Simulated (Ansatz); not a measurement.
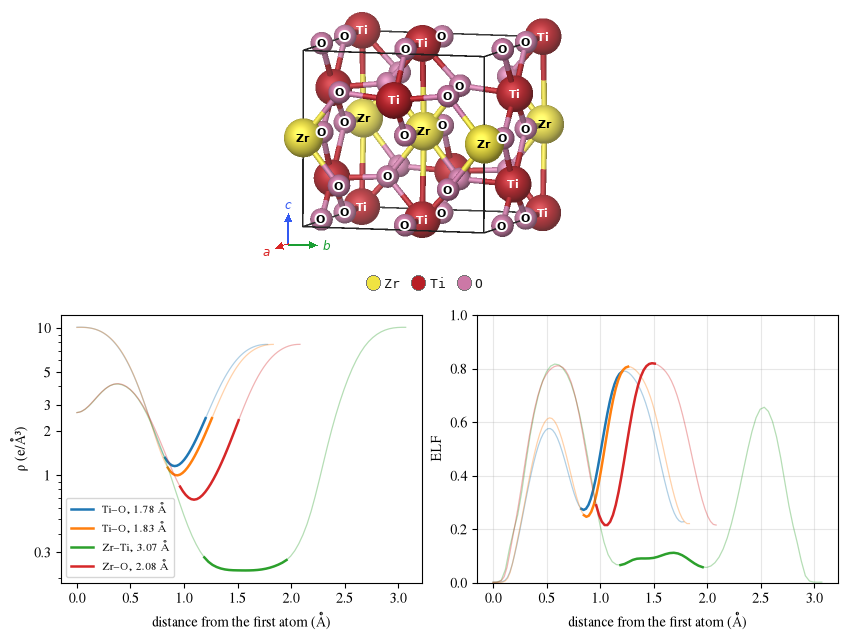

The picture shows: ZrTi₃O₈. Valence electron density and electron localisation function along straight lines between neighbouring atoms. Thin, pale parts lie inside the atomic spheres. The structure is drawn too.

Space group Cm; a structure generated by program, which may or may not match a known phase; computed without spin polarisation.

The calculation used DFT PBE, scalar-relativistic, plane waves, PAW in Ansatz 0.2.0.

In a PAW calculation such maps are meaningful between the atoms, not at the nuclei.

Input file:

```
crystal:
  lattice:
    - [3.3812198173, -3.2940695549, 0.0003125798]
    - [3.3812198173, 3.2940695549, 0.0003125798]
    - [-0.0364200559, 0.0, 6.1341901046]
  atoms:
    - { symbol: Zr, position: [0.9943860204, 0.9943860204, 0.5031214743] }
    - { symbol: Ti, position: [0.0221902553, 0.0221902553, 0.0036364515] }
    - { symbol: Ti, position: [0.4914872462, 0.4914872462, 0.7327228479] }
    - { symbol: Ti, position: [0.5165355261, 0.5165355261, 0.2219461919] }
    - { symbol: O, position: [0.3034746135, 0.3034746135, 0.0035216289] }
    - { symbol: O, position: [0.3058600602, 0.3058600602, 0.5135193715] }
    - { symbol: O, position: [0.7973152916, 0.1977608349, 0.7687073318] }
    - { symbol: O, position: [0.8007547275, 0.1976166707, 0.2387558085] }
    - { symbol: O, position: [0.6915217321, 0.6915217321, 0.0060993463] }
    - { symbol: O, position: [0.6811975728, 0.6811975728, 0.5005022013] }
    - { symbol: O, position: [0.1977608349, 0.7973152916, 0.7687073318] }
    - { symbol: O, position: [0.1976166707, 0.8007547275, 0.2387558085] }
basis:
  ecutwfc: 420
kpoints:
  mp_grid: { grid: [6, 6, 6] }
  band_path:
    path:
      - [[0.0, 0.0, 0.0], [-0.48728679, 0.48728679, 0.0]]
      - [[-0.51271321, -0.48728679, 0.0], [-0.5, -0.5, 0.0], [0.0, 0.0, 0.0], [-0.5, -0.5, 0.5], [-0.51424209, -0.48575791, 0.5]]
      - [[-0.48575791, 0.48575791, 0.5], [0.0, 0.0, 0.5], [0.0, 0.0, 0.0]]
      - [[-0.5, 0.0, 0.5], [0.0, 0.0, 0.0], [-0.5, 0.0, 0.0]]
    npoints: 10
hamiltonian:
  xc: pbe
scf:
  occupations: { method: gaussian, width: 0.02 }
  n_extra_bands: 30
output:
  forces: true
  stress: true
  eigenvalues: true
  populations: true
  dos: { projected: true, de: 0.02, nscf_kmesh: { grid: [9, 9, 9] } }
  bader: false
  write_density: true
  write_potential: true
  elf: true
  volumetric_format: npy
```

Command:

```sh
ansatz run input.yaml --threads 4 --pin off --max-ram 8192MiB --backend cpu --events-out ev --progress --plain --runs-dir out
```

Below, planes, directions and counts refer to the conventional cell (a = 6.76 Å, b = 6.59 Å, c = 6.13 Å, α = 90.00°, β = 90.33°, γ = 90.00°).

Q: Compare the contacts.

A: Ti–O (1.78 Å): ρ is about 1.2 e/Å³ halfway; the ELF peaks at about 0.80 in the valence shell of O, 0.6 Å from its nucleus, and is about 0.30 at the midpoint; no shared electron pair shows on this line.
Ti–O (1.83 Å): ρ at the midpoint is about 1 e/Å³; the ELF peaks at about 0.80 in the valence shell of O, 0.6 Å from its nucleus, and is about 0.25 at the midpoint: no localised pair shows between them.
Zr–Ti (3.07 Å): ρ at the midpoint is about 0.23 e/Å³; the ELF is about 0.10 at the midpoint (no localised pair shows between them).
Zr–O (2.08 Å): the density is about 0.7 e/Å³ at the midpoint; the ELF peaks at about 0.80 in the valence shell of O, 0.6 Å from its nucleus, and drops to about 0.20 between the two atoms (no shared electron pair shows on this line).
